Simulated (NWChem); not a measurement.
# singlet PO+: levels of theory compared

We compute a comparison of 3 runs (PBE/cc-pVTZ, SVWN5/cc-pVTZ, r2SCAN/cc-pVTZ) of singlet PO+. 

Program for the calculation: NWChem 7.3.0.

3 further runs of the same task are left out: 3 set aside as unsound or not needed. Runs told in other sessions of the task aren't counted.

**1. The system as given**

PO+ has 2 atoms, charge +1, and is taken as a singlet. SMILES of the parent species: `O=[P]`. Geometry: relaxed at PBE0-D4/def2-TZVP. That shape belongs to the parent species and isn't relaxed for this state.

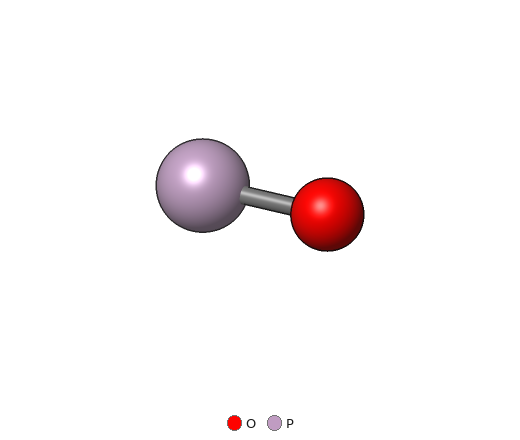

The structure, seen from a chosen angle (oxygen red, phosphorus pink).

**2. A single-point energy at PBE/cc-pVTZ (run 1)**

Input file job.nw:

```
start job
title "Phosphorus monoxide"
memory stack 880 mb heap 220 mb global 1100 mb
charge 1
geometry noautosym nocenter noautoz
  O      0.000000     0.000000    -0.009450
  P      0.000000     0.000000     1.464540
end
basis spherical bse
  * library cc-pVTZ
end
dft
  xc xpbe96 cpbe96
  grid xfine
  convergence energy 1e-08
  maxiter 100
  mulliken
  noprint "final vectors analysis"
end
task dft energy
```

Run with:

```console
$ nwchem job.nw > job.out
```

What it wrote:

```text
[...]
          Wavefunction type:  closed shell.
          No. of atoms     :     2
          No. of electrons :    22
[...]
          Charge           :     1
          Spin multiplicity:     1
[...]
          AO basis - number of functions:    64
[...]
              XC Information
              --------------
          PerdewBurkeErnzerhof Exchange Functional  1.000
            Perdew 1991 LDA Correlation Functional  1.000 local
           PerdewBurkeErnz. Correlation Functional  1.000 non-local
[...]
 d= 0,ls=0.0,diis     1   -415.7541394610 -4.59D+02  3.49D-02  3.85D+00     2.5
[...]
 d= 0,ls=0.0,diis    11   -416.0418882946 -2.44D-10  1.66D-07  1.01D-09    13.7
         Total DFT energy =     -416.041888294625
      One electron energy =     -652.870321093639
           Coulomb energy =      224.932661466732
    Exchange-Corr. energy =      -31.185436735590
 Nuclear repulsion energy =       43.081208067873
[...]
      Total Density - Mulliken Population Analysis
     ---------------------------------------------
    Atom       Charge   Shell Charges
 -----------   ------   -------------------------------------------------------
    1 O    8     8.03   1.94  0.28  1.06  0.56  1.23  1.97  0.97  0.00  0.03  0.00
    2 P   15    13.97   2.00  1.85  0.26  1.27  0.47  5.74  0.56  1.30  0.27  0.10  0.11  0.03
[...]
```

It took 14 s on 1 thread of Intel Xeon Platinum 8559C (Emerald Rapids), shared host; peak memory 0.12 GiB.

**3. A single-point energy at SVWN5/cc-pVTZ (run 2)**

Input file op.nw:

```
START op
TITLE "Phosphorus monoxide"
memory stack 880 mb heap 220 mb global 1100 mb
charge 1

GEOMETRY units angstrom noautosym nocenter noautoz
O     0.000000    0.000000   -0.009450
P     0.000000    0.000000    1.464540
END

BASIS spherical bse
* library cc-pVTZ
END

DFT
xc slater vwn_5
grid xfine
convergence energy 1e-08
maxiter 100
mulliken
noprint "final vectors analysis"
END

TASK dft energy
```

Run with:

```console
$ nwchem op.nw > op.out
```

What it wrote:

```text
[...]
          Wavefunction type:  closed shell.
          No. of atoms     :     2
          No. of electrons :    22
[...]
          Charge           :     1
          Spin multiplicity:     1
[...]
          AO basis - number of functions:    64
[...]
              XC Information
              --------------
                        Slater Exchange Functional  1.000 local
                      VWN V Correlation Functional  1.000 local
[...]
 d= 0,ls=0.0,diis     1   -414.1804585087 -4.57D+02  3.53D-02  4.79D+00     1.5
[...]
 d= 0,ls=0.0,diis    11   -414.4866165733 -1.11D-09  9.23D-08  2.43D-10    11.6
         Total DFT energy =     -414.486616573349
      One electron energy =     -652.719115238869
           Coulomb energy =      224.741228681755
    Exchange-Corr. energy =      -29.589938084107
 Nuclear repulsion energy =       43.081208067873
[...]
      Total Density - Mulliken Population Analysis
     ---------------------------------------------
    Atom       Charge   Shell Charges
 -----------   ------   -------------------------------------------------------
    1 O    8     8.03   1.92  0.28  1.05  0.58  1.24  1.93  0.98  0.00  0.03  0.00
    2 P   15    13.97   2.00  1.82  0.29  1.27  0.48  5.73  0.59  1.28  0.27  0.10  0.11  0.03
[...]
```

Wall time 12 s (1 thread of Intel Xeon Platinum 8559C (Emerald Rapids), shared host); peak memory 0.12 GiB.

**4. The energy at r2SCAN/cc-pVTZ (run 3)**

Input file mymol.nw:

```
start mymol
memory total 2200 mb
charge 1
geometry units angstrom noautosym nocenter noautoz
   O     0.000000    0.000000   -0.009450
   P     0.000000    0.000000    1.464540
end
basis spherical bse
   O library cc-pVTZ
   P library cc-pVTZ
end
dft
   xc r2scan
   grid xfine
   convergence energy 1e-08
   maxiter 100
   mulliken
   noprint "final vectors analysis"
end
task dft energy
```

Run with:

```console
$ nwchem mymol.nw > mymol.out
```

What it wrote:

```text
[...]
          Wavefunction type:  closed shell.
          No. of atoms     :     2
          No. of electrons :    22
[...]
          Charge           :     1
          Spin multiplicity:     1
[...]
          AO basis - number of functions:    64
[...]
              XC Information
              --------------
                      r^2SCAN Method XC Functional
               r^2SCAN metaGGA Exchange Functional  1.000
                     r^2SCAN Correlation Potential  1.000
[...]
 d= 0,ls=0.0,diis     1   -415.9318156824 -4.59D+02  3.34D-02  3.53D+00     1.7
[...]
 d= 0,ls=0.0,diis    11   -416.2032727365 -2.29D-10  6.26D-08  8.57D-11    12.1
         Total DFT energy =     -416.203272736458
      One electron energy =     -652.887522122673
           Coulomb energy =      224.970605253446
    Exchange-Corr. energy =      -31.367563935103
 Nuclear repulsion energy =       43.081208067873
[...]
      Total Density - Mulliken Population Analysis
     ---------------------------------------------
    Atom       Charge   Shell Charges
 -----------   ------   -------------------------------------------------------
    1 O    8     8.07   1.95  0.27  1.06  0.57  1.21  2.01  0.96  0.00  0.03  0.00
    2 P   15    13.93   2.00  1.88  0.22  1.27  0.47  5.76  0.53  1.31  0.25  0.10  0.11  0.03
[...]
```

Run time: 13 s. Hardware: 1 thread of Intel Xeon Platinum 8559C (Emerald Rapids), shared host; peak memory 0.12 GiB.

**5. All runs side by side**

| run | level | energy (Eh) | wall time |
| --- | --- | --- | --- |
| 1 | PBE/cc-pVTZ | -416.041888 | 14 s |
| 2 | SVWN5/cc-pVTZ | -414.486617 | 12 s |
| 3 | r2SCAN/cc-pVTZ | -416.203273 | 13 s |

**6. Outcome**

| quantity | value |
| --- | --- |
| run 3: total energy | -416.20327 Eh |

What this shows: Totals of different functionals can't be ranked against each other. All runs together took 40 s, the longest 14 s.
